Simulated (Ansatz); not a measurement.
The structure below was relaxed with plane-wave PAW DFT at the PBEsol level (Ansatz, an electronic-structure program, 420 eV), without spin-orbit coupling.

```
CELL_PARAMETERS angstrom
      1.71150    -7.63497     0.00000
      1.71150     7.63497     0.00000
      0.00000     0.00000     3.35677
ATOMIC_POSITIONS crystal
  Si 0.93916 0.06084 0.75000
  Si 0.06084 0.93916 0.25000
  Si 0.24823 0.75177 0.75000
  Si 0.75177 0.24823 0.25000
  W  0.62733 0.37267 0.75000
  W  0.37267 0.62733 0.25000
```

Problem. Find the space group and the Wyckoff positions.

Solution. Space group Cmcm (No. 63); a = 3.4230 Å, b = 15.2699 Å, c = 3.3568 Å, α = 90.00°, β = 90.00°, γ = 90.00°

| atom | site | symmetry | x | y | z |
|---|---|---|---|---|---|
| Si | 4c | m2m | 0.0000 | 0.0608 | 0.2500 |
| Si | 4c | m2m | 0.0000 | 0.2482 | 0.7500 |
| W | 4c | m2m | 0.0000 | 0.3727 | 0.2500 |

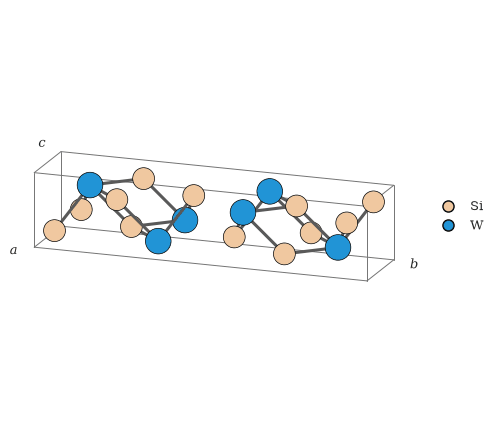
The conventional cell

Whether these cells are dynamically stable was not tested. All final runs are without spin polarisation. The cell was made from HfSi2 by this change: Hf → W; the result is a hypothetical phase, not in the database extracts checked.
